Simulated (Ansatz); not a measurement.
Start from CsPbCl₃ in the cubic perovskite structure (space group Pm-3m, No. 221; a = 5.521 Å). Axes: x, y, z lie along the cube axes.

Now apply this change: uniaxial strain ε_zz = +1.20 %, all other strain components held at zero, atoms relaxed at fixed cell.

All numbers come from Ansatz (an electronic-structure program) LDA, scalar-relativistic without spin-orbit coupling.

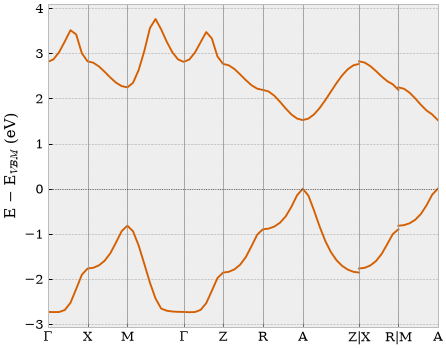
*Highest valence and lowest conduction band along the path of the changed cell's own zone*

From the figure, how large is the changed gap, and is it direct?

About 1.5 eV, direct at A.

With Pb present, leaving out spin-orbit coupling can change the band edges. Stability against distortions was not tested. Many cubic perovskites are stable only at high temperature; tilts and polar distortions were not tested. This is not the structure that CsPbCl3 has at room temperature and ambient pressure. k-point labels follow each cell's own Brillouin zone.
